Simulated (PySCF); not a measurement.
## Electronic structure of C5H15NSSi (SMILES CC(C)[C@H](C)N[SiH2]S) in real space

The calculation's input:

```
{"job": {"kind": "nmr", "xc": "PBE0", "basis": "pcSseg-1"}, "charge": 0, "multiplicity": 1}
C     -1.102829     1.310354    -1.157465
C     -1.334768     0.267095    -0.065856
C     -2.501508    -0.638202    -0.454776
C     -0.037658    -0.527541     0.179782
C     -0.208234    -1.636041     1.219304
N      1.012676     0.378757     0.586626
Si     2.612439     0.318112     0.023205
S      3.539644     1.959677     1.062053
H     -0.906805     0.819364    -2.108477
H     -1.980159     1.942436    -1.270962
H     -0.251574     1.939160    -0.911462
H     -1.588974     0.786803     0.865794
H     -2.798269    -1.283398     0.367287
H     -2.231865    -1.258764    -1.306789
H     -3.360829    -0.031806    -0.732360
H      0.285547    -0.976132    -0.765336
H      0.763134    -2.073411     1.440075
H     -0.622214    -1.229498     2.140032
H     -0.863362    -2.420592     0.853554
H      0.797279     0.861683     1.446339
H      2.656640     0.584589    -1.412702
H      3.394443    -0.882030     0.339245
H      4.722494     1.816369     0.491780
```

Command:

```sh
OMP_NUM_THREADS=1 python probes_run.py task.json out
```

Geometry: GFN2-xTB.

All numbers below come from PySCF 2.14.0, PBE0/pcSseg-1, SCF density, gas phase, non-relativistic.

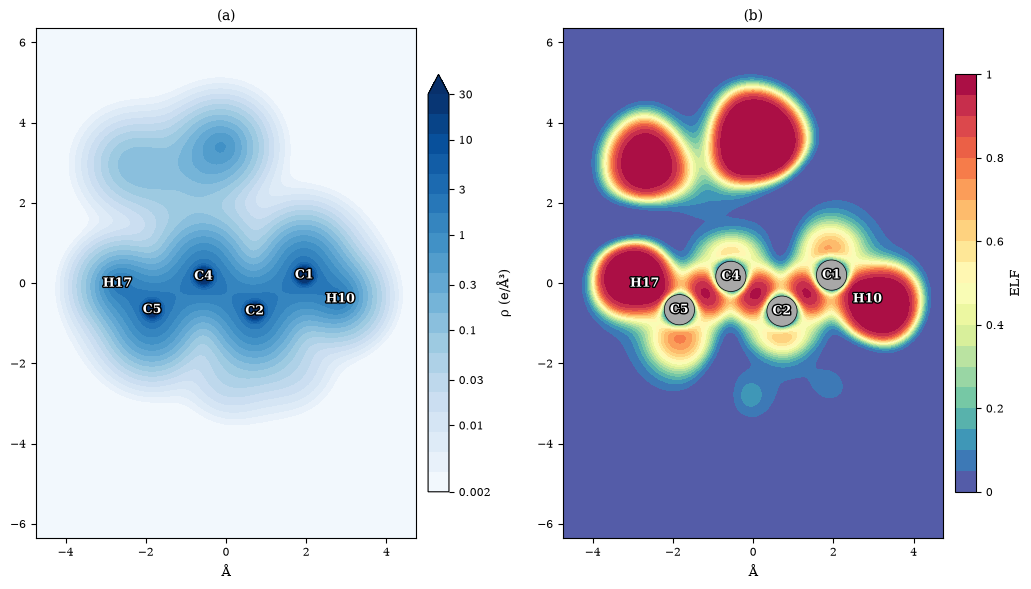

Figure 1. (a) electron density; (b) ELF on the plane of atoms C1, C2 and C4. Grey discs cover the atomic cores in the ELF map.

> What do the fields say about this system?

- The plane passes through C and H nuclei.
- C–C (1.53 Å): ρ is about 1.6 e/Å³ halfway; the ELF peaks at about 0.95 between the atoms, as expected for localised, covalent bonding.
- C–H (1.09 Å): the density is about 2 e/Å³ at the midpoint; the ELF climbs to about 1 towards the hydrogen, as it does in any bond to H (an ordinary covalent bond to hydrogen).

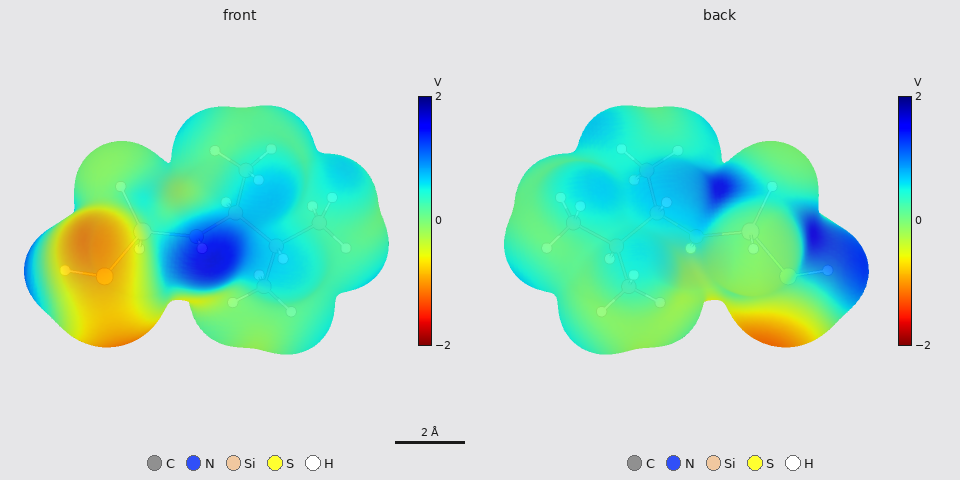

Figure 2. The electrostatic potential painted on the density surface at 0.002 e/bohr³, seen from the front and from behind; the colour scale runs from red (negative) to blue (positive).

> Where is the surface potential most negative and most positive?

The most negative region (about −1.1 V) lies over S8, the most positive (about +1.5 V) over Si7 and H20.

> What dipole moment does the calculation give?

Its dipole moment is 1.77 D.
